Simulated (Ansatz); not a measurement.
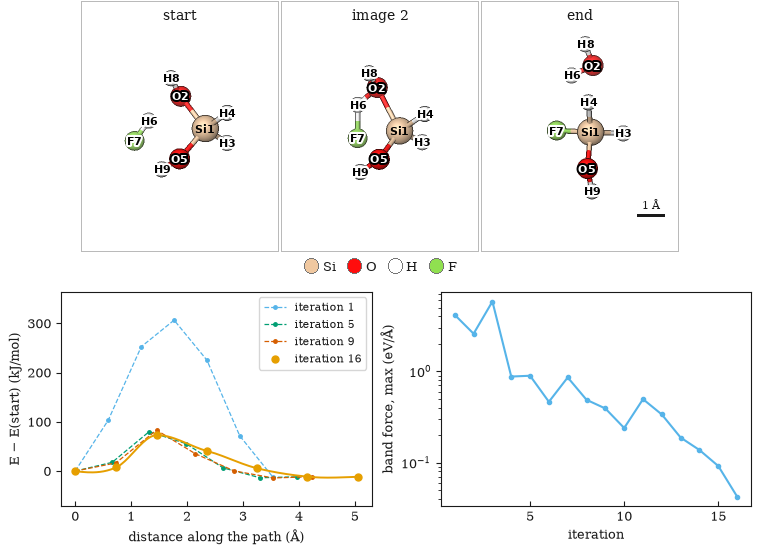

A search for the minimum-energy path of SiH5O2F by the nudged elastic band. Images are numbered from 0 (start) to 6 (end). The plot follows the band through its iterations. The picture is a ball-and-stick view, seen at a tilt.

These are results of Ansatz, RKS PBE0-D4/def2-SVP, not measurements. Run with 5 movable images; climbing image.

Question: Did the band converge, and can the barrier be trusted?

Answer: The run is converged, with reservations. The band converged in 16 iterations. The largest component of the band force went from 4.2 to 0.042 eV/Å. The climbing image converged on the top of the path. Its curvatures weren't checked. The largest force component is 0.54 eV/Å at the start and 0.69 eV/Å at the end; an end with forces this large is no minimum, and the barrier measured from it can be far off. The first iteration put the highest image at 306.7 kJ/mol. The highest point, image 2, lies 73.2 kJ/mol above the start and 84.8 kJ/mol above the end; the end is at −11.6 kJ/mol relative to the start.

The run took 68 s on 4 threads of Arm Neoverse V2, with other jobs on the host.
